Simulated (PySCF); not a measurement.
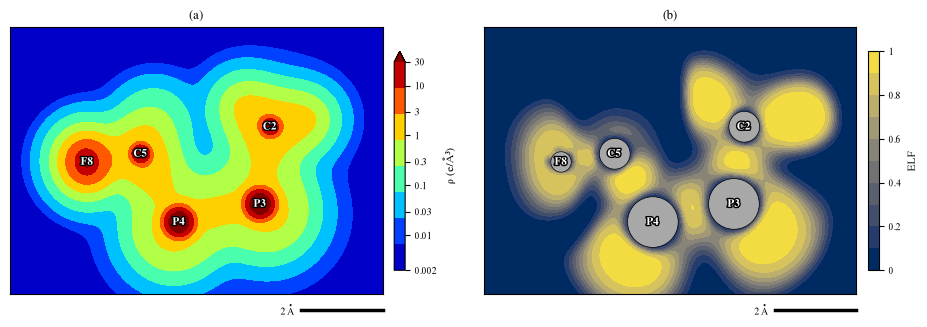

*C2H3F3OP2 (SMILES OC/P=P\C(F)(F)F). (a) total electron density; (b) electron localisation function on the plane of atoms P3, P4 and C5. Grey discs cover the atomic cores in the ELF map.*

Geometry: GFN2-xTB.

Theory: PySCF 2.14.0, PBE0/pcSseg-1, SCF density, gas phase, non-relativistic.

```tsv
atom	x (Å)	y (Å)	z (Å)
O	-1.6599	1.3215	0.1643
C	-1.5266	-0.0703	0.1524
P	-0.9998	-0.6062	-1.6024
P	1.0269	-0.6680	-1.7374
C	1.7019	-0.2762	0.0093
F	1.3807	-1.2124	0.9194
F	1.2610	0.9014	0.5044
F	3.0325	-0.1979	-0.0119
H	-0.8052	1.7381	0.3258
H	-0.8770	-0.4474	0.9467
H	-2.5291	-0.4798	0.3031
```

What do the fields say about this system?

- Atoms in the plane: C, P and F.
- C–F (1.33 Å): ρ is about 2.4 e/Å³ halfway; the ELF peaks at about 0.85 between the atoms; a polar covalent bond.
- C–P (1.91 Å): ρ at the midpoint is about 1 e/Å³; the ELF peaks at about 0.95 between the atoms, as expected for localised, covalent bonding.
- P–P (2.03 Å): ρ is about 1 e/Å³ halfway; the ELF peaks at about 0.90 between the atoms (localised, covalent bonding).
- The ELF also peaks beside P4, P3 and F8, away from the bonds: lone-pair regions.
